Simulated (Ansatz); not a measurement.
**CH5SSi−: an energy map over angle C1–Si2–S3 and dihedral C1–Si2–S3–H8**

How does the energy of CH5SSi, SMILES C[SiH-]S, charge −1 change over two coordinates at once? A grid of runs gives the map.

Program: Ansatz 0.2.0. Level of theory: RKS PBE-D4/def2-SVPD. These are calculated values, not measurements.

## (1) Starting geometry

SMILES `C[SiH-]S`, 8 atoms, charge -1, spin multiplicity 1.

Atoms are counted from 1 here; the program's logs count them from 0.

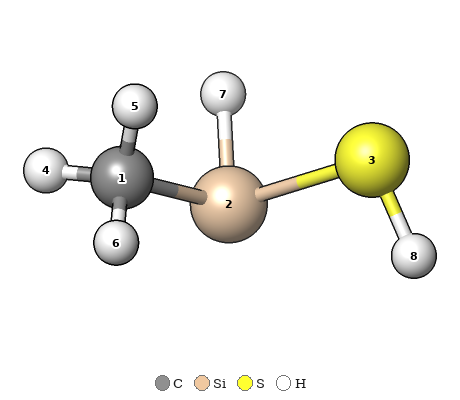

The starting geometry (carbon grey, silicon light orange, sulfur yellow, hydrogen white); atoms are numbered from 1 in the order of the file.

As a file:

```
C    -0.61352    0.87891   -0.43101
Si    1.03784   -0.20616   -0.39367
S     0.35644   -1.79559    1.16473
H    -0.38097    1.87451   -0.87389
H    -1.06515    1.05211    0.56952
H    -1.38728    0.40586   -1.07254
H     1.71707    0.64989    0.72055
H     0.33556   -2.85954    0.31631
```

This geometry comes from a loose relaxation at PBE in a small basis, which is not shown.

## (3) The grid

First coordinate, angle C1–Si2–S3: 15 values from 73.3 to 123.3 °. Second coordinate, dihedral C1–Si2–S3–H8: 15 values from −180 to 156 °, periodic.

Nothing else is relaxed (all other coordinates rigid). Energies count from the relaxed molecule at the same level. Points are written as (first, second).

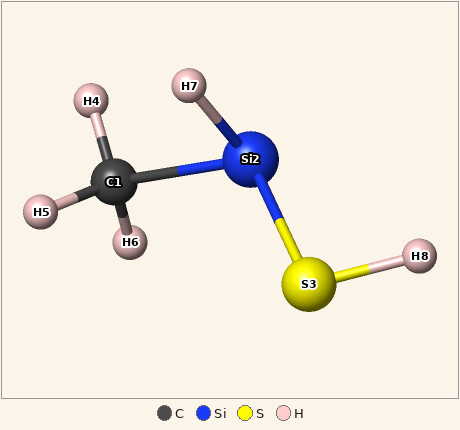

The geometry at (123.3°, 156°).

(The set-up runs are not shown.)

## (4) Grid point (123.3°, 156°)

input.yaml

```yaml
crystal:
  periodic: [false, false, false]
  atoms:
    - { symbol: C, position_ang: [-0.110456, 1.29155, -0.986427] }
    - { symbol: Si, position_ang: [1.037365, -0.202981, -0.390376] }
    - { symbol: S, position_ang: [0.354981, -1.798718, 1.163709] }
    - { symbol: H, position_ang: [0.529866, 2.065091, -1.469774] }
    - { symbol: H, position_ang: [-0.682412, 1.784408, -0.170805] }
    - { symbol: H, position_ang: [-0.839838, 0.947513, -1.750487] }
    - { symbol: H, position_ang: [1.722293, 0.646868, 0.72369] }
    - { symbol: H, position_ang: [1.206485, -2.786456, 0.770798] }
total_charge: -1
basis:
  gaussian: { orbitals: def2-SVPD }
hamiltonian:
  xc: pbe
  dispersion: d4
output:
  forces: true
```

Launch:

```sh
> ansatz run input.yaml --threads 1 --pin off --max-ram 2560MiB --backend cpu --events-out ev --progress --plain --runs-dir out
```

The session goes on with these runs: the other points that were computed.

What does the calculation give? Wanted: lowest point; highest computed point; largest force on an atom.

**Answer**, as computed:

```
                       quantity                                                                     value
                   lowest point                                                (98.3°, 108°), 0.11 kJ/mol
         highest computed point                              (73.3°, −12°), 104.5 kJ/mol above the lowest
largest force on an atom (eV/Å)  0.03 at (98.3°, 108°) to 2.64 at (73.3°, −84°); 0.03 at the lowest point
        time for the whole task                                           12 min on 1 thread, shared host
```

What this shows: The lowest computed point is at (98.3°, 108°), 0.11 kJ/mol from the relaxed molecule at the same level. There is a further well near (98.3°, −60°) (3.9 kJ/mol above the lowest at that grid point). The highest computed point, (73.3°, −12°), lies 104.5 kJ/mol above the lowest. On the interpolated surface the easiest way out of the lowest well to the well at (98.3°, −60°) passes a barrier of about 15 kJ/mol. Round the minimum the valley is somewhat tilted: raising angle C1–Si2–S3 shifts the best value of dihedral C1–Si2–S3–H8 downwards (coupling k₁₂/√(k₁₁k₂₂) about 0.2).
